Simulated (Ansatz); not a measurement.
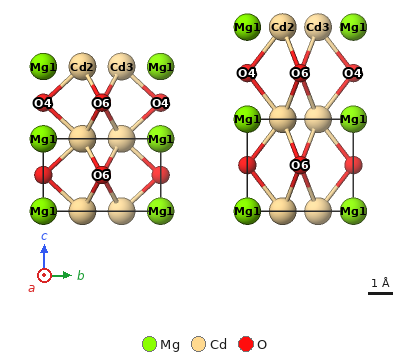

Two geometries of crystalline MgCd2O3 (a generated structure, set up in P6/mmm) (coarse preliminary run), drawn at one scale. One is the start of a relaxation, the other its converged end. A ball-and-stick model of the cell of the calculation, repeated 1 × 1 × 2 with one cell outlined, seen along the a axis.

Level of theory: Ansatz, DFT PBE, scalar-relativistic, plane waves, PAW. Set-up: plane-wave cutoff 420 eV; k-point mesh 6 × 6 × 4; occupations gaussian; smearing width 0.1 eV; collinear spin; cell and atoms relaxed; force threshold 0.04 eV/Å; at most 70 steps.

Question: Which one is relaxed?

Answer: The left one is the relaxed one. The energy falls by 512 meV per atom in 8 accepted moves (10 points after the start). All forces vanish by symmetry, so only the cell relaxes. Pressure: −4.67 GPa at the start and 0.23 GPa at the end. The SCF was repeated twice at an unchanged geometry on a basis and grid sized afresh for the cell, which shifted the energy by 12.4 meV per atom at most. No atom moves by more than 0.005 Å relative to the cell. Cell: a = b 5.249 → 5.805 Å (+10.6 %), c 3.944 → 3.100 Å (−21.4 %). Volume −3.9 %. Some distances before and after: Cd–O 2.487 → 2.283 Å. Among the angles between lasting bonds that change: O–Cd–O 104.9° → 85.5°, Cd–O–Cd 75.1° → 94.5°, Cd–O–Cd 104.9° → 85.5°. The space group stays P6/mmm (No. 191). The program noted that the starting moments weren't kept. Cost: 71 s on 1 thread of Intel(R) Xeon(R) 6975P-C (Granite Rapids), with other jobs on the host, peak memory 0.58 GiB.

Limits of the set-up: the k-point mesh is coarse for a cell with partly filled bands.
